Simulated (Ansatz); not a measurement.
Input

```
crystal:
  periodic: [false, false, false]
  atoms:
    - { symbol: Al, position_ang: [0.0, 0.0, 0.0] }
    - { symbol: Cl, position_ang: [0.0, 0.0, 2.23] }
    - { symbol: Cl, position_ang: [1.9312, 0.0, -1.115] }
    - { symbol: H, position_ang: [-1.351, 0.0, -0.78] }
basis:
  gaussian: { orbitals: def2-SVP }
hamiltonian:
  xc: blyp
relax:
  f_tol: 0.02
  max_steps: 40
output:
  orbitals: {}
```

Launched as:

```sh
ansatz run input.yaml --threads 1 --pin off --max-ram 2048MiB --backend cpu --events-out ev --progress --plain --runs-dir out
```

The fields are those of the run's last geometry, not of the input's.

Level of theory: RKS BLYP/def2-SVP in Ansatz 0.2.0.

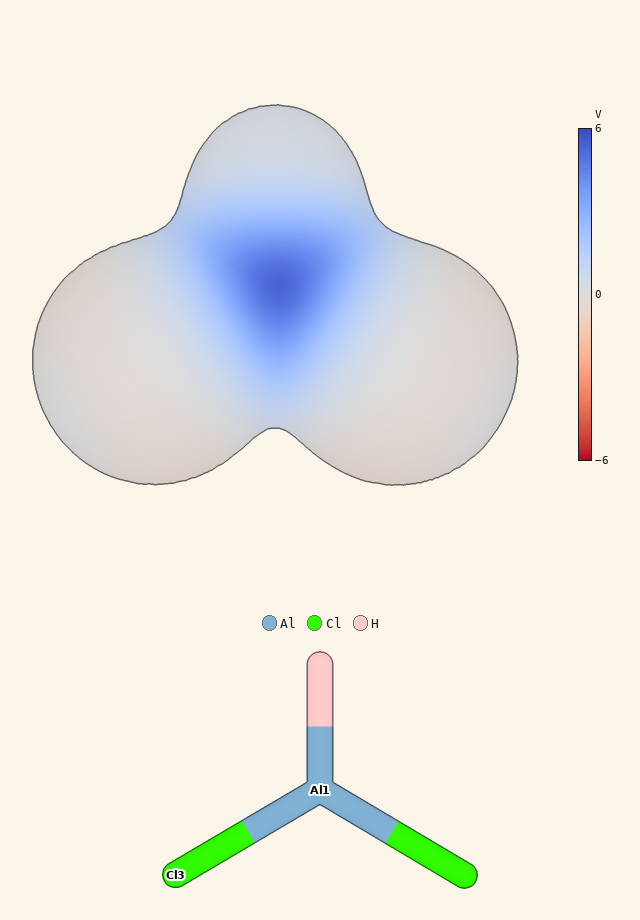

AlCl2H. The molecular electrostatic potential painted on the density surface at 0.004 e/bohr³, seen at a tilt; the colour scale runs from red (negative) to blue (positive). The bare structure is drawn below in the same view.

### Where is the surface potential most negative and most positive?

The most negative region (about −0.4 V) lies over Cl2 and Cl3, the most positive (about +5.2 V) over Al1.
